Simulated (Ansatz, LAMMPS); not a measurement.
# Amorphous Hg33S25Se8 (66 atoms): support functions against a reference, part 2 of 3

Wanted: errors and times of a linear-scaling basis for amorphous Hg33S25Se8 (66 atoms). A setting counts as converged where the r.m.s. difference of forces stays under 1 % of the r.m.s. force.

Ansatz 0.2.0; Kohn-Sham DFT, PBE, PAW (set soft_2), plane waves.

The cell: 33 Hg, 25 S and 8 Se. The quench rate of 10 K/ps is orders of magnitude faster than experiment. The network of bonds at the start is that of the classical potential that made the cell. The Brillouin zone is sampled at Γ only, in a cell whose shortest periodic width is 12 Å. The levels lack spin–orbit coupling.

So far. Step 4 (Support functions low): Forces differ from the reference by 0.65 meV/Å r.m.s., 0.18 % of their size, well within a tolerance of 1 %; the energy by -1.5 meV/atom. It took 62 s and 15 cycles; the reference's time can't be set against it, since the two runs asked for unlike analyses.

### Step 5. Support functions medium

With localised support functions most steps grow linearly with size, though the diagonalisation grows faster unless the density matrix is cut; this run measures error and cost at this size.

This step: Kohn-Sham DFT, PBE, PAW (set soft_2), localised support functions (medium) (Ansatz 0.2.0).

input.yaml

```yaml
crystal:
  lattice:
    - [12.034, 0.0, 0.0]
    - [0.0, 12.034, 0.0]
    - [0.0, 0.0, 12.034]
  atoms:
    [... the 66 atom lines of step 3 ...]
kpoints:
  mp_grid: { grid: [1, 1, 1] }
hamiltonian:
  xc: pbe
scf:
  occupations: { method: fermi_dirac, width: 0.025 }
  eigensolver: { kind: { support_functions: { accuracy: medium } } }
  max_iter: 150
output:
  forces: true
  eigenvalues: true
```

On the command line:

```bash
$ ansatz run input.yaml --threads 8 --pin off --max-ram 15872MiB --backend cpu --events-out ev --progress --plain --runs-dir out
```

Numbers of over 12 decimals in the logs are rounded to 6 here.

Log:

```text
[...]
Crystal: 66 atoms, lattice volume = 1742.730 Å³
Basis set: ecut = 420 eV, 34049 PW (Γ), exchange–correlation on 162×162×162 points (8 copies of the dense FFT grid, shifted against one another)
Bands: 563, of which v1, the nominal top of the filled ones, is band 469 counted from 1 (468 counted from 0)
Symmetry: 1 space group operations
k-points: 1
[...]
SCF iter   1: F=—  HF=-522113.566629 eV  |F-HF|=—  |Δ(HF+E_count)|=         —  Δρ=3.82e-2  dr2=9.11e1  ethr=1.00e-1
[...]
SCF iter  18: F=—  HF=-522136.146232 eV  |F-HF|=—  |Δ(HF+E_count)|=   2.08e-3  Δρ=6.04e-6  dr2=1.35e-6  ethr=2.45e-10  κ⁻¹=1.7e-3(r=7)
SCF iter  19: F=-522136.146231 eV  HF=-522136.146232 eV  |F-HF|=2.99e-7  |Δ(HF+E_count)|=   1.47e-7  Δρ=3.02e-6  dr2=5.81e-7  ethr=1.44e-10
SCF 1 converged in 19 iterations: F = -522136.189893 eV  dr2 = 5.81e-7
[...]
SCF converged after 19 iterations
[...]
Free energy (F): -522136.189893 eV
[...]
Internal energy: -522136.145839 eV  (E = F + TS)
E sigma→0 (E₀):  -522136.167866 eV
Entropy (-TS):   -0.044055 eV (-0.667 meV/atom)
Fermi energy:    8.505106 eV
[...]
Σ components = -522136.189893   (vs F -522136.189893, Δ=0.00e0)
--- Forces (eV/Å), atoms counted from 1 ---
  atom   1  Hg    -0.12855638    -0.47615449    -0.19648283
  atom   2  Hg     0.40970966     0.06569352    -0.35033109
  atom   3  Hg    -0.18198828     0.22332616    -0.16606971
  atom   4  Hg     0.07220942    -0.03299653    -0.10947850
[...]
atom  66  Se     0.16688188    -0.06522994    -0.26499560
  max |Σ_I F_I| component: 4.33e-3 eV/Å
--- Band table (eV) ---
[...]
```

The job ended after 75 s (8 threads of Arm Neoverse V2, shared host; peak memory 3.6 GiB).

Keys that differ from the reference: support_functions.accuracy = "medium" and scf.max_iter = 150.

Forces differ from the reference by 0.54 meV/Å r.m.s., 0.15 % of their size, well within a tolerance of 1 %; the energy by -1.5 meV/atom. It took 75 s and 19 cycles; the reference's time can't be set against it, since the two runs asked for unlike analyses.

### Step 6. Support functions medium, radius 3.77 Å

The radius confines each support function; a larger one gives more freedom and more work per atom.

input.yaml, the sections that differ from step 5:

```yaml
scf:
  occupations: { method: fermi_dirac, width: 0.025 }
  eigensolver: { kind: { support_functions: { accuracy: medium, radius: 3.77 } } }
  max_iter: 150
# crystal, kpoints, hamiltonian, output: as in step 5
```

Log:

```text
Warning: scf.eigensolver.kind.support_functions: disabling space-group detection — the functions' gradient is summed over unrotated k-points, so no spatial operation reduces the k-mesh or symmetrises the density; time reversal is kept, so that k and −k are solved as one point where they differ and the mesh holds both, and exact exchange and, on two spinor components, a DFT+U term hold to it where the run has them: [...]
settings of this run that can trade accuracy for cost: scf.eigensolver.kind.support_functions [...]
Engine: ansatz 0.2.0, aarch64-unknown-linux-gnu
Pseudopotentials: kind: paw
Pseudopotential: Hg, paw, valence charge 20, recommended cutoff 420 eV (normal), Hg.paw.azcp
Pseudopotential: S, paw, valence charge 6, recommended cutoff 420 eV (normal), S.paw.azcp
Pseudopotential: Se, paw, valence charge 16, recommended cutoff 420 eV (normal), Se.paw.azcp
[... 5 lines on functional and potentials left out ...]
Error: SCF: the radius of support functions is under 4.22 Å, the least for these sites at the functions' level (scf.eigensolver.kind.support_functions.accuracy). Use scf.eigensolver.kind: auto, or type scf.eigensolver.kind.support_functions.radius at least as long, [...]
```

The job ended after 1.2 s (8 threads; peak memory 0.4 GiB).

The program refuses radii under 4.22 Å for these atoms at this level.

### Step 7. Support functions medium, radius 4.3 Å

The radius confines each support function; a larger one gives more freedom and more work per atom.

input.yaml, the sections that differ from step 6:

```yaml
scf:
  occupations: { method: fermi_dirac, width: 0.025 }
  eigensolver: { kind: { support_functions: { accuracy: medium, radius: 4.3 } } }
  max_iter: 150
# crystal, kpoints, hamiltonian, output: as in step 6
```

Log:

```text
[...]
Crystal: 66 atoms, lattice volume = 1742.730 Å³
Basis set: ecut = 420 eV, 34049 PW (Γ), exchange–correlation on 162×162×162 points (8 copies of the dense FFT grid, shifted against one another)
Bands: 563, of which v1, the nominal top of the filled ones, is band 469 counted from 1 (468 counted from 0)
Symmetry: 1 space group operations
k-points: 1
[...]
SCF iter   1: F=—  HF=-522113.067831 eV  |F-HF|=—  |Δ(HF+E_count)|=         —  Δρ=3.82e-2  dr2=9.12e1  ethr=1.00e-1
[...]
SCF iter  17: F=—  HF=-522136.131654 eV  |F-HF|=—  |Δ(HF+E_count)|=   2.46e-3  Δρ=8.85e-6  dr2=5.25e-6  ethr=2.03e-9  κ⁻¹=1.3e-3(r=7)
SCF iter  18: F=-522136.133861 eV  HF=-522136.133861 eV  |F-HF|=4.02e-7  |Δ(HF+E_count)|=   2.21e-3  Δρ=4.91e-6  dr2=1.15e-6  ethr=5.59e-10
SCF 1 converged in 18 iterations: F = -522136.189508 eV  dr2 = 1.15e-6
[...]
SCF converged after 18 iterations
[...]
Free energy (F): -522136.189508 eV
[...]
Internal energy: -522136.145570 eV  (E = F + TS)
E sigma→0 (E₀):  -522136.167539 eV
Entropy (-TS):   -0.043938 eV (-0.666 meV/atom)
Fermi energy:    8.505305 eV
[...]
Σ components = -522136.189508   (vs F -522136.189508, Δ=0.00e0)
--- Forces (eV/Å), atoms counted from 1 ---
  atom   1  Hg    -0.12884992    -0.47651007    -0.19619754
  atom   2  Hg     0.41059414     0.06610776    -0.34990446
  atom   3  Hg    -0.18178776     0.22344404    -0.16629702
  atom   4  Hg     0.07231481    -0.03361164    -0.10942386
[...]
atom  66  Se     0.16687253    -0.06538612    -0.26455235
  max |Σ_I F_I| component: 3.58e-3 eV/Å
--- Band table (eV) ---
[...]
```

The job ended after 69 s (8 threads; peak memory 3.4 GiB).

Keys that differ from the reference: support_functions.accuracy = "medium", support_functions.radius = 4.3 and scf.max_iter = 150.

Forces differ from the reference by 0.60 meV/Å r.m.s., 0.16 % of their size, well within a tolerance of 1 %; the energy by -1.5 meV/atom. It took 69 s and 18 cycles; the reference's time can't be set against it, since the two runs asked for unlike analyses.

### Step 8. Support functions medium, radius 4.61 Å

The radius confines each support function; a larger one gives more freedom and more work per atom.

input.yaml, the sections that differ from step 7:

```yaml
scf:
  occupations: { method: fermi_dirac, width: 0.025 }
  eigensolver: { kind: { support_functions: { accuracy: medium, radius: 4.61 } } }
  max_iter: 150
# crystal, kpoints, hamiltonian, output: as in step 7
```

Log:

```text
[...]
Crystal: 66 atoms, lattice volume = 1742.730 Å³
Basis set: ecut = 420 eV, 34049 PW (Γ), exchange–correlation on 162×162×162 points (8 copies of the dense FFT grid, shifted against one another)
Bands: 563, of which v1, the nominal top of the filled ones, is band 469 counted from 1 (468 counted from 0)
Symmetry: 1 space group operations
k-points: 1
[...]
SCF iter   1: F=—  HF=-522113.892607 eV  |F-HF|=—  |Δ(HF+E_count)|=         —  Δρ=3.82e-2  dr2=9.11e1  ethr=1.00e-1
[...]
SCF iter  18: F=—  HF=-522136.159571 eV  |F-HF|=—  |Δ(HF+E_count)|=   1.53e-3  Δρ=5.97e-6  dr2=1.53e-6  ethr=2.88e-10  κ⁻¹=1.8e-3(r=7)
SCF iter  19: F=-522136.159571 eV  HF=-522136.159571 eV  |F-HF|=2.24e-7  |Δ(HF+E_count)|=   1.88e-7  Δρ=3.02e-6  dr2=5.54e-7  ethr=1.63e-10
SCF 1 converged in 19 iterations: F = -522136.190880 eV  dr2 = 5.54e-7
[...]
SCF converged after 19 iterations
[...]
Free energy (F): -522136.190880 eV
[...]
Internal energy: -522136.146682 eV  (E = F + TS)
E sigma→0 (E₀):  -522136.168781 eV
Entropy (-TS):   -0.044198 eV (-0.670 meV/atom)
Fermi energy:    8.504914 eV
[...]
Σ components = -522136.190880   (vs F -522136.190880, Δ=0.00e0)
--- Forces (eV/Å), atoms counted from 1 ---
  atom   1  Hg    -0.12902555    -0.47640253    -0.19605437
  atom   2  Hg     0.41014233     0.06530591    -0.34978424
  atom   3  Hg    -0.18235709     0.22389272    -0.16599969
  atom   4  Hg     0.07261501    -0.03345319    -0.10973714
[...]
atom  66  Se     0.16659548    -0.06499279    -0.26508017
  max |Σ_I F_I| component: 5.28e-3 eV/Å
--- Band table (eV) ---
[...]
```

It took 84 s on 8 threads; peak memory 3.8 GiB; 11 min of CPU time.

Keys that differ from the reference: support_functions.accuracy = "medium", support_functions.radius = 4.61 and scf.max_iter = 150.

Forces differ from the reference by 0.45 meV/Å r.m.s., 0.12 % of their size, well within a tolerance of 1 %; the energy by -1.5 meV/atom. It took 84 s and 19 cycles; the reference's time can't be set against it, since the two runs asked for unlike analyses.

### Step 9. Other settings

Changed here: basis.precision = "f64", scf.eigensolver.kind = "davidson" and scf.lower_state_search = "standard".

This step: Kohn-Sham DFT, PBE, PAW (set soft_2), plane waves (Ansatz 0.2.0).

input.yaml, the sections that differ from step 8:

```yaml
scf:
  occupations: { method: fermi_dirac, width: 0.025 }
  lower_state_search: standard
  eigensolver: { kind: davidson }
output:
  forces: true
  stress: true
  populations: true
  dos:
    method: { smearing: { sigma: 0.1 } }
    de: 0.1
    projected: { site_lists: { Hg: [Hg], S: [S], Se: [Se] } }
  eigenvalues: true
basis:
  precision: f64
# crystal, kpoints, hamiltonian: as in step 8
```

Log:

```text
[...]
Crystal: 66 atoms, lattice volume = 1742.730 Å³
Basis set: ecut = 420 eV, 34049 PW (Γ), exchange–correlation on 162×162×162 points (8 copies of the dense FFT grid, shifted against one another)
Bands: 563, of which v1, the nominal top of the filled ones, is band 469 counted from 1 (468 counted from 0)
Symmetry: 1 space group operations
[...]
k-points: 1
[...]
SCF iter   1: F=—  HF=-522136.202445 eV  |F-HF|=—  |Δ(HF+E_count)|=         —  Δρ=4.59e-3  dr2=9.73e-1  ethr=1.77e-3  ⟨swp⟩=12.0  Hψ=2564  notcnv=0
[...]
SCF iter  11: F=-522136.092771 eV  HF=-522136.092771 eV  |F-HF|=8.61e-9  |Δ(HF+E_count)|=   9.84e-9  Δρ=5.60e-7  dr2=1.20e-8  ethr=1.35e-11 (applied; sched 1.08e-11)  ⟨swp⟩=5.0  Hψ=1058  notcnv=0  defer=2
SCF 1 converged in 11 iterations: F = -522136.092771 eV  dr2 = 1.20e-8
  Residual-converged pass: ⟨swp⟩=3.0  Hψ=993  notcnv=0  max |occ|·‖R‖ = 6.3e-6 eV (tolerance 6.7e-6 eV)  dr2=1.27e-8  dr2_onsite=2.44e-10  max |Δocc| = 6.8e-11
[...]
SCF converged after 11 iterations
Free energy (F): -522136.092771 eV
[...]
Internal energy: -522136.048194 eV  (E = F + TS)
E sigma→0 (E₀):  -522136.070483 eV
Entropy (-TS):   -0.044576 eV (-0.675 meV/atom)
Fermi energy:    8.504726 eV
[...]
--- Forces (eV/Å), atoms counted from 1 ---
  atom   1  Hg    -0.12850120    -0.47637516    -0.19596809
  atom   2  Hg     0.41077610     0.06563784    -0.35034682
  atom   3  Hg    -0.18252948     0.22372214    -0.16602698
  atom   4  Hg     0.07285343    -0.03320577    -0.11001651
  atom   5  Hg     0.23950989    -0.64957420     0.40348601
  atom   6  Hg     0.42329538     0.07721401     0.27677451
  atom   7  Hg    -0.32832144     0.45866393     0.03806706
  atom   8  Hg     0.62392915    -0.12149017     0.15089637
  atom   9  Hg    -0.45712680    -0.51532408     0.07998342
  atom  10  Hg     0.04145805    -0.06725492     0.29190095
  atom  11  Hg    -0.25089748     0.76322379     0.51195841
  atom  12  Hg     0.11604433     0.03297367     0.28478050
  atom  13  Hg     0.05254131     0.57337915     0.24128620
  atom  14  Hg    -0.03391184    -0.23945411     0.30769298
[...]
atom  65  Se    -0.17851538     0.70891616     0.54665756
  atom  66  Se     0.16634569    -0.06503644    -0.26517284
  max |Σ_I F_I| component: 7.72e-6 eV/Å
--- Stress (GPa, compression-positive) ---
        0.531678       0.108103       0.250267
        0.108103       0.634412      -0.143927
        0.250267      -0.143927       0.399617
  P = ⅓ Tr σ = 0.5219 GPa (5.219 kbar)
--- Band table (eV) ---
[...]
--- Löwdin populations: 66 sites ---
  site symbol       q [e]
     0     Hg     19.1001
     1     Hg     19.1439
     2     Hg     19.0122
[...]
65     Se     16.8030
  spilling = 0.007232 (of n_electrons = 938.000000)
```

The job ended after 41 s (8 threads; peak memory 3.2 GiB).

Forces differ from the reference by 0.005 meV/Å r.m.s., 0.0014 % of their size, well within a tolerance of 1 %. It took 41 s and 11 cycles; the reference's time can't be set against it, since the two runs asked for unlike analyses.

### Step 10. The ladder side by side

Differences are against the plane-wave reference (Kohn-Sham DFT, PBE, PAW (set soft_2), plane waves), whose r.m.s. force component is 0.363 eV/Å. Energies are set beside the reference only for runs with its functional, potentials and electron count. Times are for 8 threads of Arm Neoverse V2, shared host. The reference's time includes the DOS, the stress and grids, which some other runs skip.

| run | Δ force, r.m.s. (meV/Å) | share of r.m.s. force (%) | Δ energy (meV/atom) | Δ pressure (GPa) | cycles | time | host memory (GiB) |
| --- | --- | --- | --- | --- | --- | --- | --- |
| reference | - | - | - | - | 11 | 19 s | 2.8 |
| support functions low | 0.654 | 0.180 | -1.46 | - | 15 | 62 s | 3.6 |
| support functions medium | 0.543 | 0.150 | -1.47 | - | 19 | 75 s | 3.6 |
| support functions medium, radius 4.3 Å | 0.596 | 0.164 | -1.47 | - | 18 | 69 s | 3.4 |
| support functions medium, radius 4.61 Å | 0.448 | 0.123 | -1.49 | - | 19 | 84 s | 3.8 |
| basis.precision = "f64", scf.eigensolver.kind = "davidson" and scf.lower_state_search = "standard" | 0.005 | 0.0014 | 0 | 0 | 11 | 41 s | 3.2 |

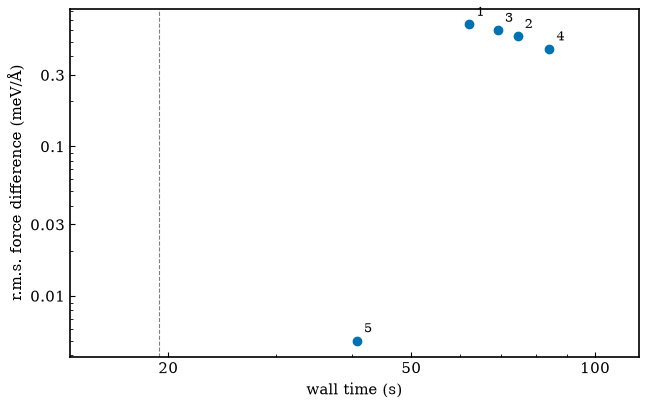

Force difference from the reference against wall time; the dashed line marks the reference's time. Points: 1 support functions low; 2 support functions medium; 3 support functions medium, radius 4.3 Å; 4 support functions medium, radius 4.61 Å; 5 basis.precision = "f64", scf.eigensolver.kind = "davidson" and scf.lower_state_search = "standard".

### Step 11. The reference in detail

The comparisons rest on this run, so its electronic structure is set out here.

Neighbours are counted within 3.08 Å (Hg-S), 3.35 Å (Hg-Se).

Length of the force by element and coordination:

| element | coordination | atoms | mean length of the force (eV/Å) | spread | least | most |
| --- | --- | --- | --- | --- | --- | --- |
| Hg | all | 33 | 0.549 | 0.218 | 0.136 | 0.953 |
| Hg | 3 | 9 | 0.585 | 0.169 | 0.361 | 0.881 |
| Hg | 4 | 24 | 0.535 | 0.232 | 0.136 | 0.953 |
| S | all | 25 | 0.609 | 0.267 | 0.212 | 1.22 |
| S | 1 | 1 | 0.39 | 0 | 0.39 | 0.39 |
| S | 3 | 12 | 0.694 | 0.271 | 0.402 | 1.22 |
| S | 4 | 7 | 0.573 | 0.277 | 0.212 | 1.06 |
| S | 5 | 5 | 0.496 | 0.176 | 0.327 | 0.834 |
| Se | all | 8 | 0.625 | 0.212 | 0.320 | 0.927 |
| Se | 3 | 1 | 0.927 | 0 | 0.927 | 0.927 |
| Se | 4 | 5 | 0.604 | 0.180 | 0.376 | 0.913 |
| Se | 5 | 2 | 0.528 | 0.209 | 0.320 | 0.737 |

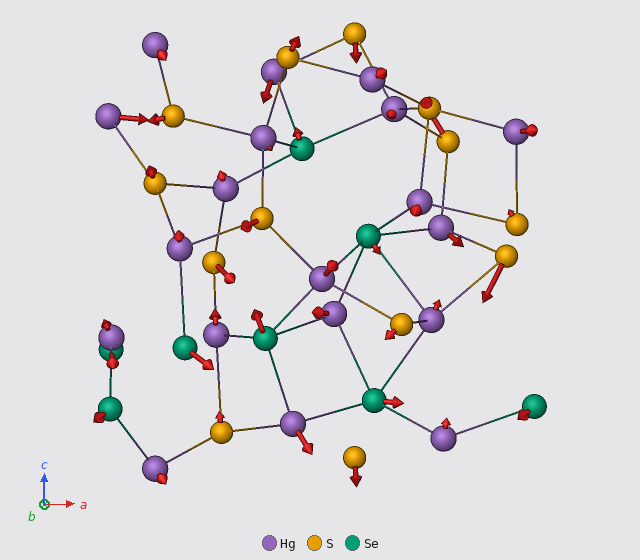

Forces as arrows; the longest in the cell is 1.22 eV/Å. Drawn is a slice 7 Å thick, seen along the normal of the ac plane. Bonds to atoms that aren't drawn are left out.

Density of states as counts of states in windows of 1 eV (from the Fermi level), total and the larger projections:

| from (eV) | to (eV) | total | Hg d | S p | Hg s | Se p | S s |
| --- | --- | --- | --- | --- | --- | --- | --- |
| -14 | -13 | 25.3 | 1.1 | 0.1 | 2.3 | 0.1 | 13.6 |
| -13 | -12 | 33.5 | 1.8 | 0.4 | 1.6 | 0.1 | 23.4 |
| -12 | -11 | 7.2 | 0.4 | 0.2 | 0.2 | 0.0 | 6.4 |
| -11 | -8 | 0.0 | 0.0 | 0.0 | 0.0 | 0.0 | 0.0 |
| -8 | -7 | 94.2 | 79.5 | 8.7 | 2.8 | 2.8 | 0.2 |
| -7 | -6 | 235.3 | 221.1 | 7.1 | 2.6 | 2.0 | 1.6 |
| -6 | -5 | 19.2 | 5.7 | 4.7 | 5.9 | 1.9 | 0.6 |
| -5 | -4 | 36.8 | 6.7 | 12.1 | 12.1 | 3.8 | 1.4 |
| -4 | -3 | 28.1 | 2.8 | 14.8 | 3.6 | 5.3 | 0.6 |
| -3 | -2 | 44.3 | 4.2 | 28.0 | 2.0 | 7.8 | 0.5 |
| -2 | -1 | 47.8 | 4.1 | 29.4 | 2.2 | 9.6 | 0.5 |
| -1 | 0 | 23.3 | 1.0 | 13.9 | 2.5 | 4.5 | 0.2 |
| 0 | 1 | 25.6 | 0.6 | 11.5 | 8.0 | 2.8 | 0.3 |
| 1 | 2 | 25.9 | 0.3 | 7.9 | 10.6 | 3.3 | 0.4 |
| 2 | 3 | 16.2 | 0.1 | 4.4 | 5.9 | 1.5 | 0.2 |
| 3 | 4 | 20.4 | 0.1 | 1.2 | 1.1 | 0.5 | 0.0 |
| 4 | 5 | 36.0 | 0.1 | 1.3 | 0.7 | 0.4 | 0.0 |

The curve was stored every 0.10 eV, coarse against its broadening of 0.08 eV, so these counts are rough.

About 343 of the 938 electrons lie in deeper levels, below the stored range.

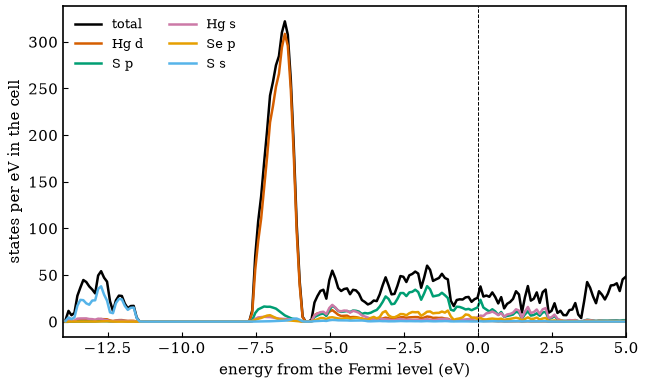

Total and projected density of states, with the broadening of the input.

The levels nearest the highest filled one (over half full), pooled over k-points and spins:

| level less the highest filled one (eV) | occupation |
| --- | --- |
| -0.395 | 2 |
| -0.320 | 2 |
| -0.265 | 2 |
| -0.164 | 2 |
| -0.068 | 1.98 |
| 0 | 1.77 |
| 0.111 | 0.164 |
| 0.137 | 0.063 |
| 0.164 | 0.021 |
| 0.282 | 0 |
| 0.328 | 0 |
| 0.416 | 0 |

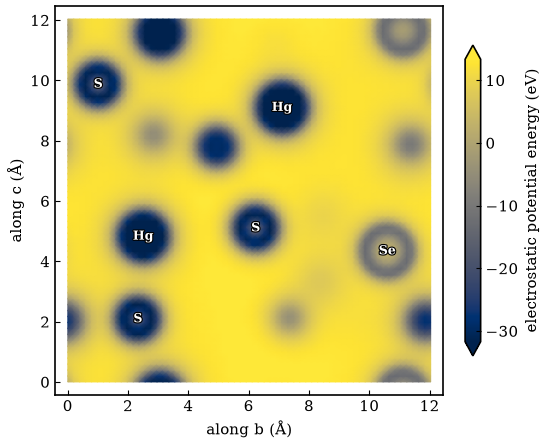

Electrostatic potential energy in the bc plane at fractional x = 0.615, with atoms of Hg and S and Se within 0.2 Å of it. With pseudopotentials it is smooth inside the atoms' cores, unlike the true potential. The map starts off the cell's origin, so that atoms lie inside it.

(Part 2 of 3 ends here.)

[Logs are printed without paths, hosts, clocks, repeated set-up lines and the standing remarks that a program may print on its own settings, such as how far it seeks lower states.]

[Hosts, paths, dates, database ids (printed as entryN), source tags and the programs' standing remarks are cut or masked in the printed files.]
